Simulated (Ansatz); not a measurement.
**BH2O (SMILES [BH]O) at UB2PLYP/cc-pVTZ**

Aim: the vertical doublet–quartet gap of BH2O at UB2PLYP/cc-pVTZ, from 2 runs. 

The results are computed with Ansatz 0.2.0.

50 further runs of the same task are left out: 50 set aside as unsound or not needed.

### Step 1. Starting point

BH2O has 4 atoms, charge 0, and is taken as a doublet. As SMILES, `[BH]O`. Geometry: relaxed at PBE0-D4/def2-TZVP.

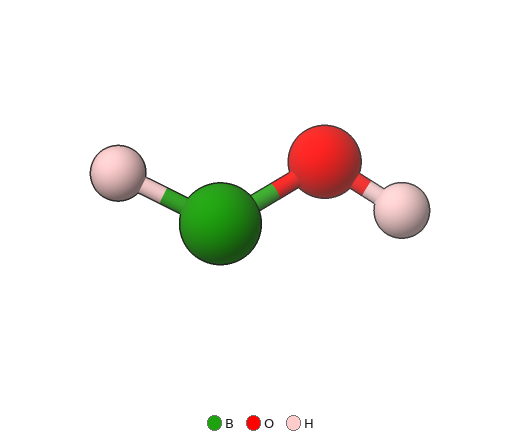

Viewed from a chosen angle; boron green, oxygen red, hydrogen pink.

### Step 2. A single-point energy at UB2PLYP/cc-pVTZ

File molecule.yaml:

```yaml
crystal:
  periodic: [false, false, false]
  atoms:
    - {symbol: B, position_ang: [-0.006100, -0.485500, 0.388300]}
    - {symbol: O, position_ang: [0.119700, 0.544500, -0.448600]}
    - {symbol: H, position_ang: [-1.064200, -1.032400, 0.540300]}
    - {symbol: H, position_ang: [1.006100, 0.913200, -0.500300]}
basis:
  gaussian:
    orbitals: cc-pVTZ
magnetization:
  spin_polarized: true
  initial_magnetization: 1
hamiltonian:
  xc: {name: B2PLYP}
correlation:
  frozen_orbitals: {B: 1, H: 0, O: 1}
accuracy: high
output: {orbitals: {seedname: orbitals}}
```

Launch:

```sh
$ ansatz run molecule.yaml --threads 1 --pin off --max-ram 3480MiB --events-out events.jsonl --progress --plain --runs-dir runs
```

The program printed:

```text
Warning: RAYON_NUM_THREADS=1 ignored (pool sized by the plan → 1); use --threads N
Functional definition: B2PLYP
  name "B2PLYP"
  parameter a = 0.53
  parameter c = 0.27
  exchange = (1 - a)*b88_x + a*exact_x
  correlation = (1 - c)*lyp_c + c*(mp2_os + mp2_ss)
1459 factors; integrals over basis functions are off by at most 3.0e-9 eV
mean field evaluation 1: about -2748.2831 eV, gradient 2.8e1 eV
mean field evaluation 2: about -2748.2831 eV, gradient 2.8e1 eV
mean field evaluation 4: about -2750.8821 eV, gradient 2.3e0 eV
mean field evaluation 8: about -2750.9207 eV, gradient 7.8e-2 eV
mean field evaluation 16: about -2750.9209 eV, gradient 4.3e-5 eV
mean field -2750.92086395 eV, -101.0944771089 hartree, gradient 5.6e-8 eV, S^2 0.752451; 0 other end points of the search recorded, 0 dependent functions left out
2 core orbitals not correlated: weight in the atoms' cores, before any rotation towards them, 1.000 or more for the frozen orbitals, at most 0.000 for the correlated occupied ones
reference -2750.92088333 eV, -101.0944778214 hartree; 6, 5 occupied and 80, 81 virtual orbitals, 1459 factors
second order -10.56004484 eV of doubles, -0.00000000 eV of singles
Total energy: -2753.77209544 eV, -101.1992579338 hartree
```

It took 4.8 s on 1 thread of Arm Neoverse V1, shared host; peak memory 0.21 GiB.

### Step 3. The quartet

File job.yaml:

```yaml
crystal:
  periodic: [false, false, false]
  atoms:
    - {symbol: B, position_ang: [-0.006100, -0.485500, 0.388300]}
    - {symbol: O, position_ang: [0.119700, 0.544500, -0.448600]}
    - {symbol: H, position_ang: [-1.064200, -1.032400, 0.540300]}
    - {symbol: H, position_ang: [1.006100, 0.913200, -0.500300]}
basis:
  gaussian:
    orbitals: cc-pVTZ
magnetization:
  spin_polarized: true
  initial_magnetization: 3
hamiltonian:
  xc: {name: B2PLYP}
correlation:
  frozen_orbitals: {B: 1, H: 0, O: 1}
accuracy: high
output: {orbitals: {seedname: orbitals}}
```

Launch:

```sh
$ ansatz run job.yaml --threads 1 --pin off --max-ram 3480MiB --events-out events.jsonl --progress --plain --runs-dir runs
```

The program printed, shortened:

```text
Warning: RAYON_NUM_THREADS=1 ignored (pool sized by the plan → 1); use --threads N
Functional definition: B2PLYP
  name "B2PLYP"
[...]
1459 factors; integrals over basis functions are off by at most 3.0e-9 eV
[...]
mean field -2743.39891620 eV, -100.8180506278 hartree, gradient 6.0e-8 eV, S^2 3.757218; 4 other end points of the search recorded, 0 dependent functions left out
2 core orbitals not correlated: weight in the atoms' cores, before any rotation towards them, 1.000 or more for the frozen orbitals, at most 0.000 for the correlated occupied ones
reference -2743.39893490 eV, -100.8180513151 hartree; 7, 4 occupied and 79, 82 virtual orbitals, 1459 factors
second order -8.53580425 eV of doubles, -0.00000000 eV of singles
Total energy: -2745.70360205 eV, -100.9027462705 hartree
```

Wall time 7.2 s (1 thread of Arm Neoverse V1, shared host); peak memory 0.21 GiB.

### Step 4. Summary of results

At UB2PLYP/cc-pVTZ, 2 core orbitals frozen:

```
                                                         quantity          value
                                            doublet: total energy  -101.19926 Eh
doublet: HOMO energy (SCF part's orbitals) (highest over α and β)       -6.82 eV
 doublet: LUMO energy (SCF part's orbitals) (lowest over α and β)        0.25 eV
                                                    doublet: ⟨S²⟩          0.752
                                            quartet: total energy  -100.90275 Eh
quartet: HOMO energy (SCF part's orbitals) (highest over α and β)       -4.51 eV
                                                    quartet: ⟨S²⟩          3.757
                 vertical energy of the quartet above the doublet       8.068 eV
```

In words: At this shape the quartet lies 8.07 eV (778 kJ/mol) above the doublet.
